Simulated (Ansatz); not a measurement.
Formation energies in the Cu–Pt system, lowest calculated structure of each composition. Level of theory: PBEsol (plane waves to 420 eV, PAW, scalar-relativistic; Ansatz, a quantum-chemistry and plane-wave program). Element references, the lowest calculated here: Cu (Fm-3m), Pt (Fm-3m).

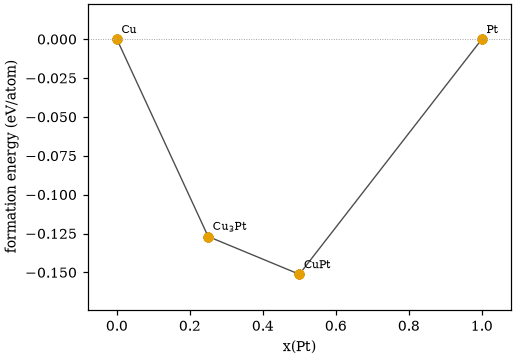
*Formation energy against composition with the lower convex hull*

**Question.** Which compounds are stable against decomposition?

**Answer.** On the hull: CuPt, Cu3Pt.

```
phase  x(Pt)  space group  E_f (eV/atom)  above hull (eV/atom)
-----  -----  -----------  -------------  --------------------
Cu     0.000        Fm-3m           0.00                  0.00
Cu3Pt  0.250        Pm-3m          -0.13                  0.00
CuPt   0.500         R-3m          -0.15                  0.00
Pt     1.000        Fm-3m           0.00                  0.00
```

This is the hull of the energies calculated here, no anion corrections; phases that were not calculated are missing from it. Values are rounded to 0.01 eV/atom. Spin-orbit coupling is missing from these energies, which matters for elements this heavy. The compounds carry no spin polarisation.
